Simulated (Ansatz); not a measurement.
## Fields on a plane of SrTl (CsCl type)

```
SrTl
1.0
    4.06285     0.00000     0.00000
    0.00000     4.06285     0.00000
    0.00000     0.00000     4.06285
Sr Tl
1 1
Direct
  0.00000   0.00000   0.00000
  0.50000   0.50000   0.50000
```

The slice is a {210} plane (indices of the conventional cell) through the point (0.500, 0.500, 0.500) (fractional), spanned by u = [100] and v = [021] in vectors of this cell: u (4.06 Å) and v (9.08 Å, at 90° to u). It covers one period; positions are fractions (u, v).

Atoms on it: Tl at (0.00, 0.00). Other atoms lie within 1 Å of the plane.

All values below come from r2SCAN (plane waves to 500 eV, PAW, scalar-relativistic; Ansatz, a program for electronic structure). k mesh 12×12×12. These are valence fields of a PAW run, semicore shells included where kept as valence: close to a nucleus they are smooth pseudo fields. Spin-orbit coupling is left out, though Tl is heavy. SrTl was relaxed with its symmetry unable to fall.

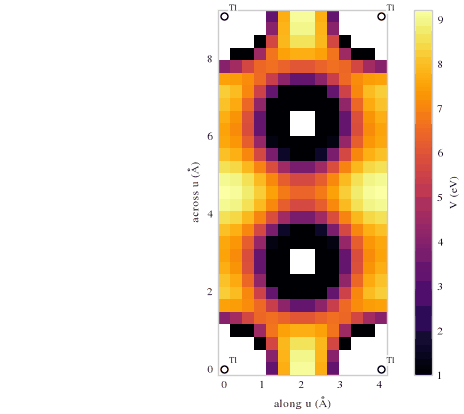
Figure. Electrostatic potential energy of an electron, from the cell's mean, in eV, one period of the plane, atoms marked. Points within 1 Å of a nucleus are left white, as the pseudised field means little there. Values under 1 eV are set to 1. The zero, the cell's mean, hangs on the PAW cores.

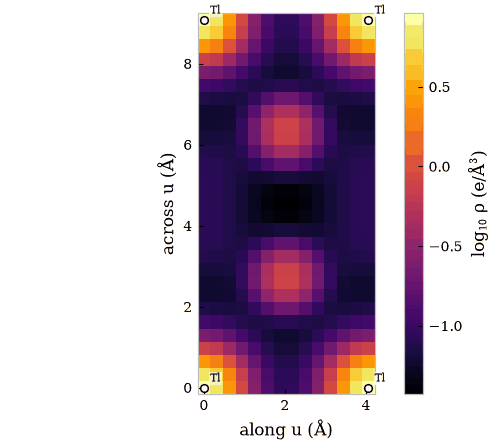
Fig. 1. Log₁₀ of the valence density in e/Å³, one period of the plane, atoms marked. The scale is logarithmic, as a density can span decades between atoms and voids.
